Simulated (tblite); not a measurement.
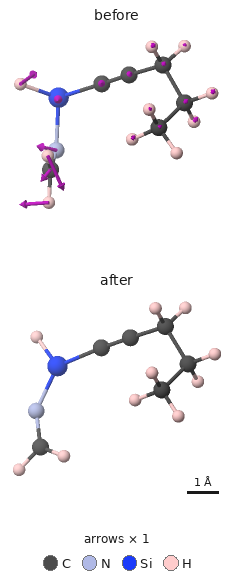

The structure of C6H10NSi (multiplicity 2) before (top) and after (bottom) a relaxation, at one scale. The purple arrows give the displacements, at their true length.

The picture is a ball-and-stick view, seen from a free direction.

Method: GFN2-xTB geometry optimisation, gas phase in tblite 0.8.0. 

Question: Summarise the run.

Answer: After 122 geometry steps the energy has fallen by 93.0 kJ/mol. The largest move after the best rigid fit is that of an H atom, 1.35 Å. Largest moves by element: H 1.35 Å, N 0.86 Å, C 0.54 Å, Si 0.50 Å. Near-neighbour distances that change, for instance: N–Si 1.753 → 1.648 Å, C–Si 1.883 → 1.826 Å, H–Si 1.473 → 1.444 Å, C–C 1.473 → 1.447 Å. Bond angles that change, for instance: C–N–Si 116.2° → 140.3°, N–Si–C 108.8° → 131.8°, C–Si–H 109.4° → 116.5°. The run took 0.77 s on 1 thread of Arm Neoverse V2, on a shared host.
